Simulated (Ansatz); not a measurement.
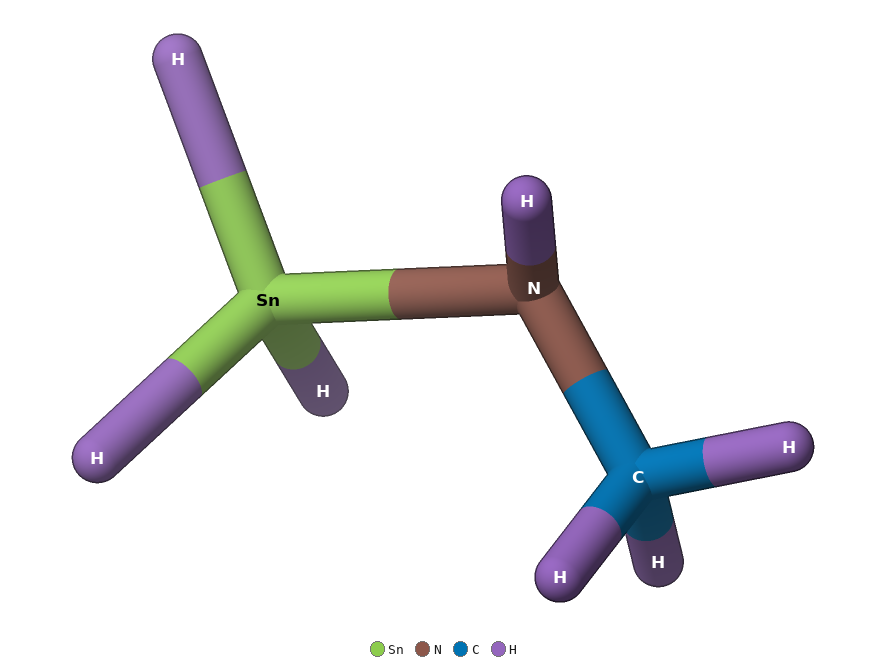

A stick model of a molecule.

The geometry was computed by an optimisation with PBE0-D4/def2-TZVP.

> Which formula does it have?

CH₇NSn, 10 atoms: 1 carbon, 7 hydrogen, 1 nitrogen and 1 tin.

> How many atoms are distinct by symmetry?

10: 1 Sn, 1 N, 1 C, 1 H, 1 H, 1 H, 1 H, 1 H, 1 H, 1 H.

> Which point group does it belong to?

C1.

The parts below concern this one geometry. Atoms keep their numbers from picture to picture.

### Shape

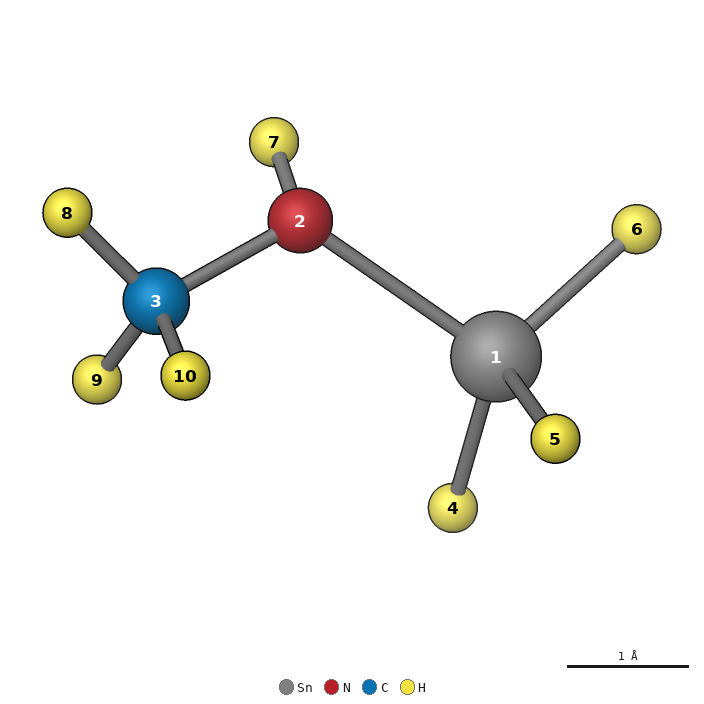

The atoms are numbered.

Estimate the angles N2–Sn1–H4, N2–Sn1–H5, N2–Sn1–H6, Sn1–N2–C3, Sn1–N2–H7, C3–N2–H7, N2–C3–H8, N2–C3–H9, N2–C3–H10.

```tsv
angle	degrees
N2–Sn1–H4	112.1
N2–Sn1–H5	105.8
N2–Sn1–H6	106.4
Sn1–N2–C3	118.3
Sn1–N2–H7	112.3
C3–N2–H7	111.0
N2–C3–H8	110.3
N2–C3–H9	115.1
N2–C3–H10	109.7
```

### Vibrations

Harmonic vibrations computed with RKS PBE0-D4/def2-TZVP, core potentials on Sn (Ansatz 0.2.0) at a stationary point of the same level.

> How many vibrational modes are there, and where do they lie?

24 modes: 93, 165, 200, 478, 481, 509, 639, 693, 708, 725, 1082, 1117, 1139, 1381, 1453, 1486, 1509, 1898, 1953, 1960, 2975, 3052, 3091, 3576 cm⁻¹.

### Dipole moment

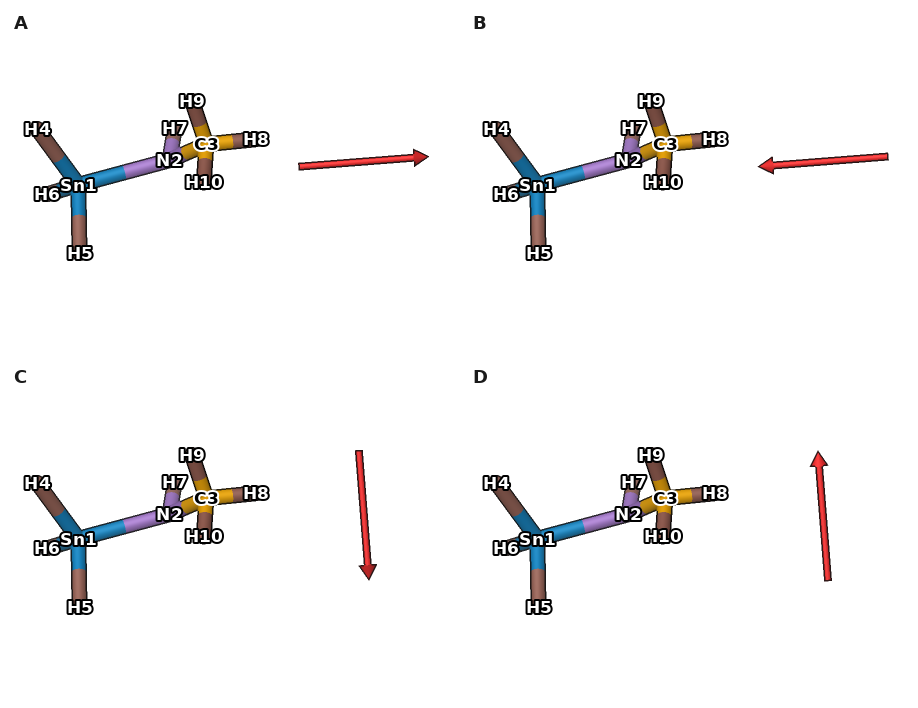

The same molecule four times, each with an arrow. Properties computed with RKS PBE0-D4/def2-TZVP, core potentials on Sn (Ansatz 0.2.0).

> Which arrow points along the dipole moment, from the negative to the positive end?

D. The dipole moment is 0.80 D; it points from the side of H5 to the side of H9 (the outermost atoms at the two ends).

### Thermal motion

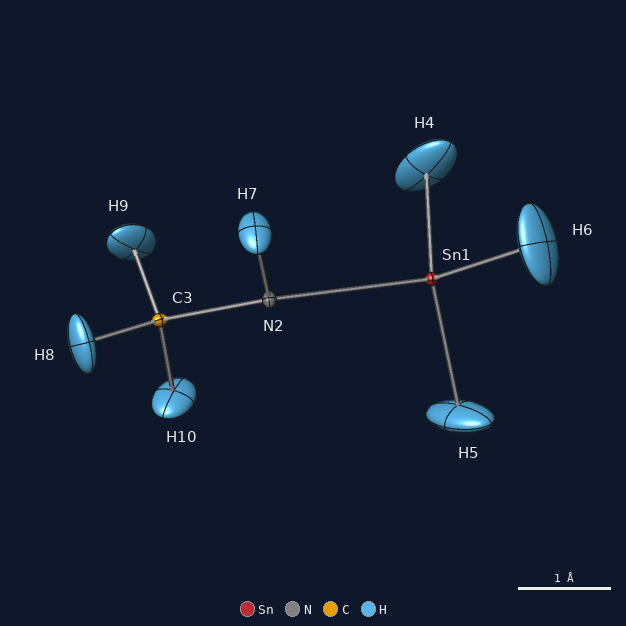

Displacement ellipsoids at the 50 % level, from the internal vibrations of the free molecule (harmonic, no overall translation or rotation; no half-axis is drawn under 0.075 Å). Vibrations computed with RKS PBE0-D4/def2-TZVP, core potentials on Sn (Ansatz 0.2.0). Temperature: 100 K.

List U_eq and the three principal root-mean-square amplitudes for each kind of atom.

```tsv
atom	U_eq (Å²)	rms amplitudes (Å)
Sn1	0.00004	0.004, 0.004, 0.010
N2	0.0026	0.038, 0.048, 0.064
C3	0.0023	0.026, 0.047, 0.063
H4	0.0406	0.094, 0.175, 0.287
H5	0.0409	0.092, 0.169, 0.293
H6	0.0434	0.092, 0.180, 0.299
H7	0.0193	0.080, 0.120, 0.193
H8	0.0240	0.091, 0.127, 0.218
H9	0.0259	0.081, 0.154, 0.218
H10	0.0246	0.078, 0.150, 0.213
```

### Charges

The questions are on Mulliken charges. Level of theory: RKS PBE0-D4/def2-TZVP, core potentials on Sn (Ansatz 0.2.0).

> Which atom carries the highest charge (most positive or least negative)?

Sn1 (0.48 e).

> And the lowest?

N2 (−0.58 e).

Give the Mulliken charges atom by atom.

| atom | value (e) |
| --- | --- |
| Sn1 | 0.48 |
| N2 | −0.58 |
| C3 | −0.28 |
| H4 | −0.08 |
| H5 | −0.06 |
| H6 | −0.06 |
| H7 | 0.21 |
| H8 | 0.13 |
| H9 | 0.11 |
| H10 | 0.12 |

Mulliken values depend strongly on the basis set and can even reverse the polarity of a bond.
